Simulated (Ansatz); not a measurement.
# PH3F+ (SMILES F[PH3+]): CCSD(T)/STO-3G

What is the energy change on altering one bond length of PH3F+ at CCSD(T)/STO-3G? 

The calculation is run with Ansatz 0.2.0.

3 further runs of the same task are left out: 1 that didn't finish, 2 set aside as unsound or not needed.

### 1 The molecule

PH3F+: 5 atoms, total charge +1, spin state singlet. SMILES: `F[PH3+]`. Geometry: relaxed at GFN2-xTB.

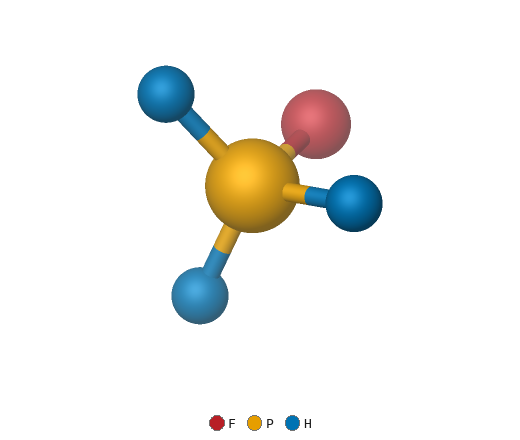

The structure, seen from a chosen angle (fluorine red, phosphorus amber, hydrogen blue).

### 2 The energy at CCSD(T)/STO-3G

molecule.yaml reads:

```yaml
crystal:
  periodic: [false, false, false]
  atoms:
    - {symbol: F, position_ang: [-1.365490, 0.250400, 0.341100]}
    - {symbol: P, position_ang: [0.122590, -0.022380, -0.030680]}
    - {symbol: H, position_ang: [0.038180, -0.428620, -1.349370]}
    - {symbol: H, position_ang: [0.486130, -1.008290, 0.868130]}
    - {symbol: H, position_ang: [0.718590, 1.208890, 0.170830]}
basis:
  gaussian: {orbitals: STO-3G}
total_charge: 1
correlation: {method: ccsd_t, frozen_orbitals: {F: 1, H: 0, P: 5}}
accuracy: high
scf: {omitted_lower_state_checks: [cluster_reference, increment]}
```

Started as:

```sh
$ ansatz run molecule.yaml --threads 1 --pin off --max-ram 2610MiB --events-out events.jsonl --progress --plain --runs-dir runs
```

The program printed:

```text
Warning: RAYON_NUM_THREADS=1 ignored (pool sized by the plan → 1); use --threads N
Functional definition: HF
  name "HF"
  exchange = exact_x
  correlation = 0
these checks for a lower state are left out or cut short: cluster_reference, increment
290 factors; integrals over basis functions are off by at most 3.3e-8 eV
mean field evaluation 1: about -11873.0649 eV, gradient 2.5e1 eV
mean field evaluation 2: about -11873.1011 eV, gradient 2.5e1 eV
mean field evaluation 4: about -11876.2775 eV, gradient 1.6e0 eV
mean field evaluation 8: about -11876.2934 eV, gradient 1.5e-6 eV
mean field -11876.29340309 eV, -436.4457325229 hartree, gradient 2.8e-8 eV, S^2 0.000000; 0 other end points of the search recorded, 0 dependent functions left out
6 core orbitals not correlated: weight in the atoms' cores, before any rotation towards them, 1.000 or more for the frozen orbitals, at most 0.000 for the correlated occupied ones
reference -11876.29340309 eV, -436.4457325229 hartree; 7, 7 occupied and 4, 4 virtual orbitals, 290 factors
second order -1.66197355 eV of doubles, -0.00000000 eV of singles
cycle   1  -2.09614359 eV  change   -4.3e-1 eV  update   6.2e-2
cycle   2  -2.33200317 eV  change   -2.4e-1 eV  update   2.2e-2
cycle   3  -2.35906771 eV  change   -2.7e-2 eV  update   6.3e-3
cycle   4  -2.35973733 eV  change   -6.7e-4 eV  update   1.5e-3
cycle   5  -2.35983169 eV  change   -9.4e-5 eV  update   5.1e-4
cycle   6  -2.36011550 eV  change   -2.8e-4 eV  update   1.5e-4
cycle   7  -2.36009901 eV  change    1.6e-5 eV  update   2.8e-5
cycle   8  -2.36009886 eV  change    1.5e-7 eV  update   8.6e-6
cycle   9  -2.36010702 eV  change   -8.2e-6 eV  update   2.3e-6
cycle  10  -2.36010557 eV  change    1.5e-6 eV  update   5.8e-7
cycle  11  -2.36010541 eV  change    1.6e-7 eV  update   1.7e-7
cycle  12  -2.36010525 eV  change    1.6e-7 eV  update   4.5e-8
cycle  13  -2.36010529 eV  change   -3.9e-8 eV  update   2.2e-8
cycle  14  -2.36010509 eV  change    2.0e-7 eV  update   6.4e-8
cycle  15  -2.36010502 eV  change    7.4e-8 eV  update   2.2e-8
cycle  16  -2.36010501 eV  change    4.7e-9 eV  update   6.6e-9
cycle  17  -2.36010502 eV  change   -4.1e-9 eV  update   2.3e-9
cycle  18  -2.36010502 eV  change   -2.1e-9 eV  update  8.0e-10
cycle  19  -2.36010502 eV  change  -1.2e-11 eV  update  2.1e-10
perturbative correction -0.04202213 eV, -0.0015442850 hartree
Total energy: -11878.69553025 eV, -436.5340090676 hartree
Checks for a lower state left out: cluster_reference, increment
```

Run time: 0.12 s. Hardware: 1 thread of Intel Xeon Platinum 8559C (Emerald Rapids), shared host.

### 3 The distorted shape

molecule.yaml reads:

```yaml
crystal:
  periodic: [false, false, false]
  atoms:
    - {symbol: F, position_ang: [-1.514503, -0.057444, 0.290718]}
    - {symbol: P, position_ang: [-0.026423, -0.330224, -0.081062]}
    - {symbol: H, position_ang: [-0.110833, -0.736464, -1.399752]}
    - {symbol: H, position_ang: [0.337117, -1.316134, 0.817748]}
    - {symbol: H, position_ang: [0.718590, 1.208890, 0.170830]}
basis:
  gaussian:
    orbitals: STO-3G
total_charge: 1
correlation:
  method: ccsd_t
  frozen_orbitals: {F: 1, H: 0, P: 5}
accuracy: high
scf:
  omitted_lower_state_checks: [cluster_reference, increment]
```

Started as:

```sh
$ ansatz run molecule.yaml --threads 1 --pin off --max-ram 2610MiB --events-out events.jsonl --progress --plain --runs-dir runs
```

The program printed:

```text
Warning: RAYON_NUM_THREADS=1 ignored (pool sized by the plan → 1); use --threads N
[... 4 set-up lines as earlier in the session ...]
these checks for a lower state are left out or cut short: cluster_reference, increment
290 factors; integrals over basis functions are off by at most 4.0e-8 eV
mean field evaluation 1: about -11871.9174 eV, gradient 2.5e1 eV
mean field evaluation 2: about -11871.9465 eV, gradient 2.5e1 eV
mean field evaluation 4: about -11875.0710 eV, gradient 1.6e0 eV
mean field evaluation 8: about -11875.0900 eV, gradient 5.4e-4 eV
mean field -11875.08996504 eV, -436.4015069900 hartree, gradient 9.9e-9 eV, S^2 0.000000; 0 other end points of the search recorded, 0 dependent functions left out
6 core orbitals not correlated: weight in the atoms' cores, before any rotation towards them, 1.000 or more for the frozen orbitals, at most 0.000 for the correlated occupied ones
reference -11875.08996504 eV, -436.4015069900 hartree; 7, 7 occupied and 4, 4 virtual orbitals, 290 factors
second order -1.88762424 eV of doubles, -0.00000000 eV of singles
cycle   1  -2.39767519 eV  change   -5.1e-1 eV  update   7.5e-2
cycle   2  -2.69547802 eV  change   -3.0e-1 eV  update   2.9e-2
cycle   3  -2.74098921 eV  change   -4.6e-2 eV  update   1.1e-2
cycle   4  -2.74106776 eV  change   -7.9e-5 eV  update   2.4e-3
cycle   5  -2.74070228 eV  change    3.7e-4 eV  update   1.1e-3
cycle   6  -2.74134558 eV  change   -6.4e-4 eV  update   3.8e-4
cycle   7  -2.74126768 eV  change    7.8e-5 eV  update   9.9e-5
cycle   8  -2.74123439 eV  change    3.3e-5 eV  update   3.7e-5
cycle   9  -2.74125535 eV  change   -2.1e-5 eV  update   1.3e-5
cycle  10  -2.74124857 eV  change    6.8e-6 eV  update   5.0e-6
cycle  11  -2.74124717 eV  change    1.4e-6 eV  update   1.8e-6
cycle  12  -2.74124550 eV  change    1.7e-6 eV  update   6.5e-7
cycle  13  -2.74124603 eV  change   -5.3e-7 eV  update   2.4e-7
cycle  14  -2.74124619 eV  change   -1.6e-7 eV  update   9.0e-8
cycle  15  -2.74124624 eV  change   -5.6e-8 eV  update   3.5e-8
cycle  16  -2.74124627 eV  change   -2.4e-8 eV  update   2.2e-8
cycle  17  -2.74124603 eV  change    2.4e-7 eV  update   7.8e-8
cycle  18  -2.74124595 eV  change    7.9e-8 eV  update   2.8e-8
cycle  19  -2.74124594 eV  change    6.8e-9 eV  update   8.5e-9
cycle  20  -2.74124595 eV  change   -5.5e-9 eV  update   3.3e-9
cycle  21  -2.74124595 eV  change   -1.7e-9 eV  update   1.1e-9
cycle  22  -2.74124595 eV  change  -2.9e-10 eV  update  3.3e-10
perturbative correction -0.06130475 eV, -0.0022529082 hartree
Total energy: -11877.89251574 eV, -436.5044988287 hartree
Checks for a lower state left out: cluster_reference, increment
```

It took 0.1 s on 1 thread of Intel Xeon Platinum 8559C (Emerald Rapids), shared host.

### 4 What came out

At CCSD(T)/STO-3G, 6 core orbitals frozen:

```
                                                         quantity          value
                                        first shape: total energy  -436.53401 Eh
         first shape: correlation energy (6 core orbitals frozen)      -88.3 mEh
                                      first shape: (T) correction      -1.54 mEh
                                       first shape: T1 diagnostic          0.009
                                    distorted shape: total energy  -436.50450 Eh
     distorted shape: correlation energy (6 core orbitals frozen)     -103.0 mEh
                                  distorted shape: (T) correction      -2.25 mEh
                                   distorted shape: T1 diagnostic          0.012
energy change with the P2–H5 bond stretched from 1.383 to 1.728 Å       0.803 eV
```

With the P2–H5 bond stretched from 1.383 to 1.728 Å the energy rises by 0.80 eV (77.5 kJ/mol). The first shape isn't relaxed at this level, so the change isn't measured from a minimum. The minimal basis adds a large error of its own. The triples (first shape) make up 1.7 % of the correlation energy. The triples (distorted shape) make up 2.2 % of the correlation energy.
